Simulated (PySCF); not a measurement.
SMILES B(OC)(S)S (CH5BOS2) at its CAM-B3LYP/def2-SVP optimised geometry (Å):

```
10

B      0.2808     0.0137     0.0000
O     -0.3745     1.1909     0.0000
C     -1.7796     1.3083     0.0027
H     -2.2210     0.8306    -0.8870
H     -2.2160     0.8451     0.9025
H     -2.0338     2.3763    -0.0052
S      2.0986     0.0137     0.0000
H      2.2210     1.3566     0.0004
S     -0.6472    -1.5596    -0.0003
H      0.4240    -2.3763     0.0010
```

Level of theory: PySCF 2.14.0 with CAM-B3LYP/def2-TZVP. Cells within 0.4 Å of a nucleus heavier than hydrogen are left out (blank, or x).

Map of the log10 of the electron density (e/bohr³), floored at −4 on the plane z = 0.0 Å:

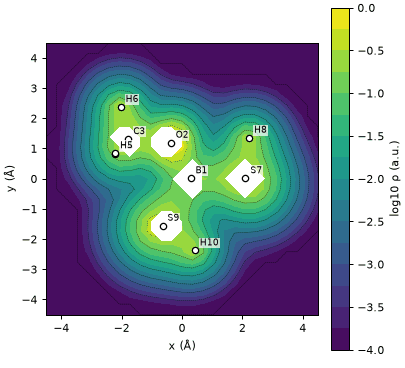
*Log10 of the electron density (e/bohr³), floored at −4 on the plane z = 0.0 Å.*
